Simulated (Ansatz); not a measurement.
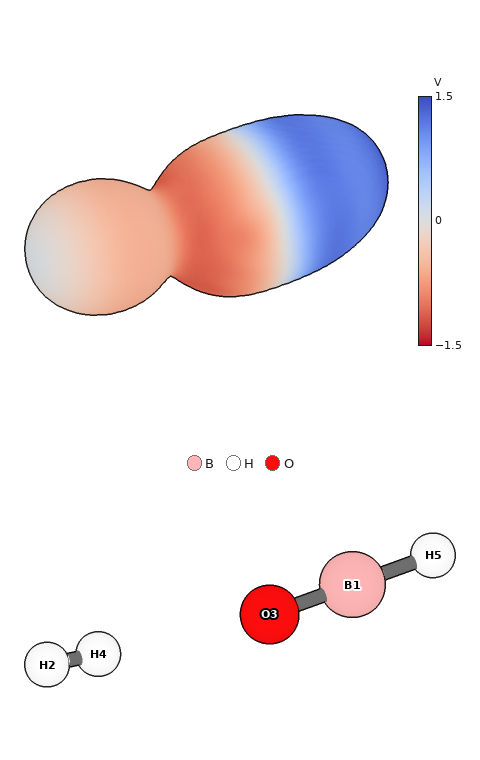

BHO···H$_{2}$. The electrostatic potential painted on the density surface at 0.002 e/bohr³, seen at a tilt; the colour scale runs from red (negative) to blue (positive). The bare structure is drawn below in the same view.

Computed with UKS PBE-D4/6-31G* in Ansatz.

Input

```
crystal:
  periodic: [false, false, false]
  atoms:
    - { symbol: B, position_ang: [-0.039364, 0.21202, -0.894987] }
    - { symbol: H, position_ang: [0.203174, -0.036421, 1.541095] }
    - { symbol: O, position_ang: [-0.498904, -0.90757, -1.020348] }
    - { symbol: H, position_ang: [-0.067827, -0.575016, 1.193818] }
    - { symbol: H, position_ang: [0.402921, 1.306987, -0.819579] }
magnetization:
  spin_polarized: true
basis:
  gaussian: { orbitals: "6-31G*" }
hamiltonian:
  xc: pbe
  dispersion: d4
relax:
  f_tol: 0.03
  max_steps: 50
output:
  orbitals: {}
```

Run with:

```sh
ansatz run input.yaml --threads 1 --pin off --max-ram 2048MiB --backend cpu --events-out ev --progress --plain --runs-dir out
```

The fields are those of the relaxed geometry.

> Which sites attract a positive test charge, and which a negative one?

A positive charge is drawn to the negative regions and a negative charge to the positive ones. The most negative region (about −1.1 V, or −25 kcal/mol for a unit charge) lies over O3, the most positive (about +1.4 V, or +32 kcal/mol for a unit charge) over H5. O3 is the likeliest acceptor of a hydrogen bond.
